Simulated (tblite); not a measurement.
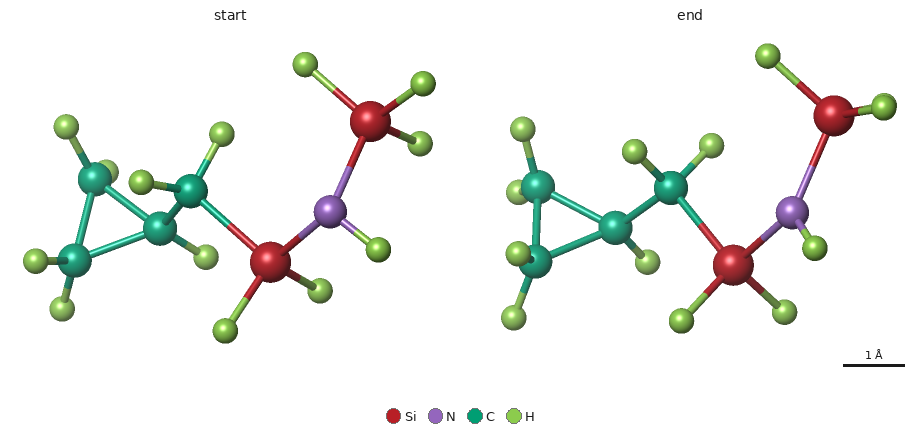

The structure of C₄H₁₃NSi₂ before (left) and after (right) a relaxation, at one scale.

The picture is a ball-and-stick view, seen at a tilt.

The calculation used tblite 0.8.0, GFN2-xTB geometry optimisation, gas phase. 

What changed between the two?

Answer. The atom that moves furthest after the best rigid fit is an H atom (0.97 Å). Largest moves by element: H 0.97 Å, C 0.65 Å, Si 0.41 Å, N 0.32 Å. Near-neighbour distances that change, for instance: N–Si 1.803 → 1.734 Å, H–N 1.056 → 1.006 Å, C–H 1.128 → 1.080 Å, N–Si 1.764 → 1.734 Å. Among the angles between lasting bonds that change: Si–N–Si 107.0° → 130.6°, H–C–H 113.7° → 106.5°, C–C–C 113.9° → 120.6°. Groups turn about C–C by about 25°. After 151 geometry steps the energy has fallen by 20.1 kcal/mol. Cost: 1.9 s on 1 thread of Arm Neoverse N1 (shared host).
